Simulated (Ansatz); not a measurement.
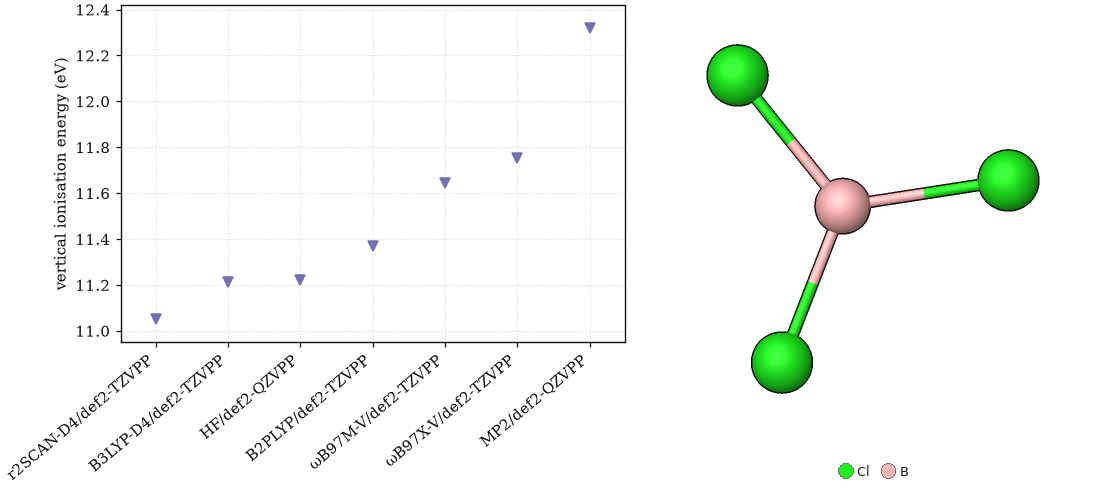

Vertical ionisation energy of BCl₃, SMILES ClB(Cl)Cl, taken as the energy of the cation less that of the neutral at fixed geometry (unrestricted doublet cation, cores frozen in correlated methods, no spin-orbit coupling), the Ansatz code, at a PBE0-D4/def2-TZVP geometry (a minimum by its frequencies).

What range do the values span?

From 11.05 eV (r2SCAN-D4/def2-TZVPP) to 12.32 eV (MP2/def2-QZVPP).

Give the values.

| level | eV |
| --- | --- |
| r2SCAN-D4/def2-TZVPP | 11.05 |
| B3LYP-D4/def2-TZVPP | 11.21 |
| HF/def2-QZVPP | 11.22 |
| B2PLYP/def2-TZVPP | 11.37 |
| ωB97M-V/def2-TZVPP | 11.64 |
| ωB97X-V/def2-TZVPP | 11.75 |
| MP2/def2-QZVPP | 12.32 |
